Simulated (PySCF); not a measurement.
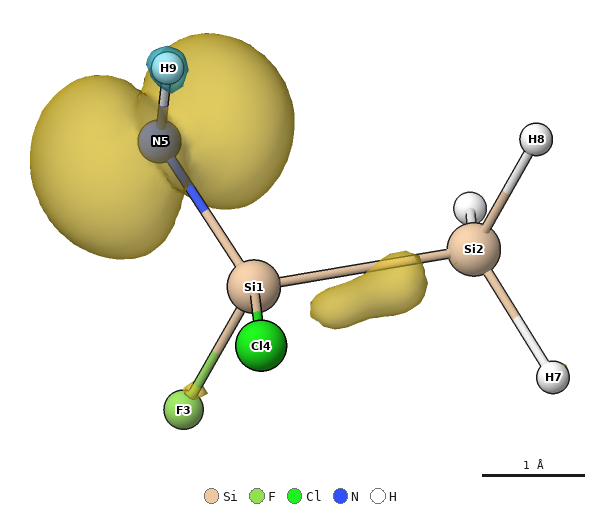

Figure. ClFH$_{4}$NSi$_{2}$ (doublet). Isosurfaces of the spin density (α minus β) at +0.03 (yellow) and −0.03 e/Å³ (cyan), seen at a tilt.

Geometry: PBE0-D3(BJ)/def2-SVP.

All numbers below come from UKS B3LYP, IGLO-III on Cl F N Si, pcH-1 on H, non-relativistic, mean-field spin-orbit, GIAO in PySCF.

```yaml
atoms:
  - { symbol: Si, position_ang: [0.8211, 0.4664, -0.2238] }
  - { symbol: Si, position_ang: [-1.4016, -0.2439, -0.0418] }
  - { symbol: F, position_ang: [1.0633, 1.1738, -1.6574] }
  - { symbol: Cl, position_ang: [1.2173, 1.8975, 1.2136] }
  - { symbol: N, position_ang: [1.8443, -0.9285, -0.1383] }
  - { symbol: H, position_ang: [-1.7056, -1.2643, -1.0860] }
  - { symbol: H, position_ang: [-2.2903, 0.9445, -0.2041] }
  - { symbol: H, position_ang: [-1.5873, -0.8330, 1.3173] }
  - { symbol: H, position_ang: [2.0832, -1.2357, 0.8121] }
```

Where is the unpaired spin?

The unpaired spin (1 electron) lies mostly on N5 (about 0.8) and Si1 (about 0.1), in electrons by Hirshfeld's partition.
